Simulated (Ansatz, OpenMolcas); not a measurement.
BHCl2 (SMILES [H]B(Cl)Cl): methods side by side

BHCl2: 4 atoms, total charge 0, spin state singlet. As SMILES, `[H]B(Cl)Cl`. The shape is that of a GFN2-xTB optimisation.

```xyz
4

B    -0.0673   -0.1124    0.0012
Cl    1.6334   -0.1458    0.0126
Cl   -0.8935    1.3753   -0.0175
H    -0.6726   -1.1172    0.0037
```

Quantity: the energy change with the B1–Cl2 bond stretched from 1.701 to 3.402 Å, in eV. The values are calculated.

```tsv
level	kind	program	value (eV)	less FCI/STO-3G	CPU time (all runs)
HF/STO-3G (restricted)	Hartree–Fock	OpenMolcas	7.41	+2.55	3.5 s
SVWN5/STO-3G (restricted)	LDA	OpenMolcas	5.94	+1.08	9.2 s
PBE/STO-3G (restricted)	GGA	Ansatz	5.47	+0.61	4.3 s
revPBE/STO-3G (restricted)	GGA	Ansatz	5.29	+0.43	4.3 s
r2SCAN0/STO-3G (restricted)	hybrid meta-GGA	Ansatz	6.31	+1.45	9.7 s
HSE06/STO-3G (restricted)	range-separated hybrid	Ansatz	6.11	+1.25	4.8 s
B2PLYP/STO-3G (restricted)	double hybrid	Ansatz	5.76	+0.90	5.3 s
CASSCF(2,2)/STO-3G	multireference	OpenMolcas	4.52	-0.34	4.2 s
BCCD(T)/STO-3G (restricted)	coupled cluster or CI	Ansatz	4.85	-0.01	0.77 s
FCI/STO-3G	exact in the basis	OpenMolcas	4.86	0.00	3.3 min
```

FCI/STO-3G is exact within its basis and frozen core, so for wave-function methods in that basis the difference is their error; functionals converge differently with the basis, so for them it is only a difference. Spin-restricted single references rise too steeply as a bond breaks, Hartree–Fock most of all. Perturbation and coupled-cluster corrections on them can overshoot downwards. The first shape isn't each level's own minimum. The values span 4.52 to 7.41 eV. All rows use very small basis sets, so even the best lies far from the true value. CPU times are rough (shared hosts, several kinds of processor): they show what a rung costs within a factor of a few.

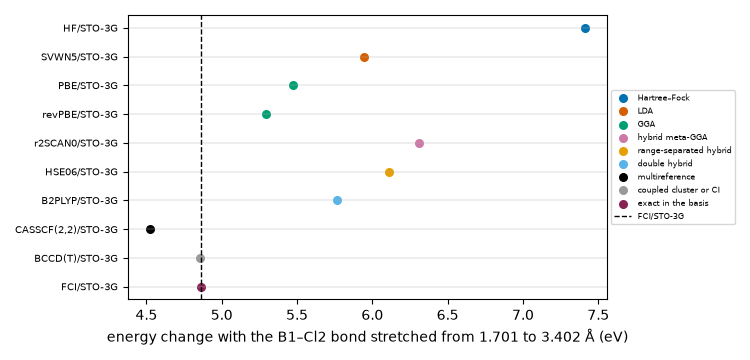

The values of the table, level by level.
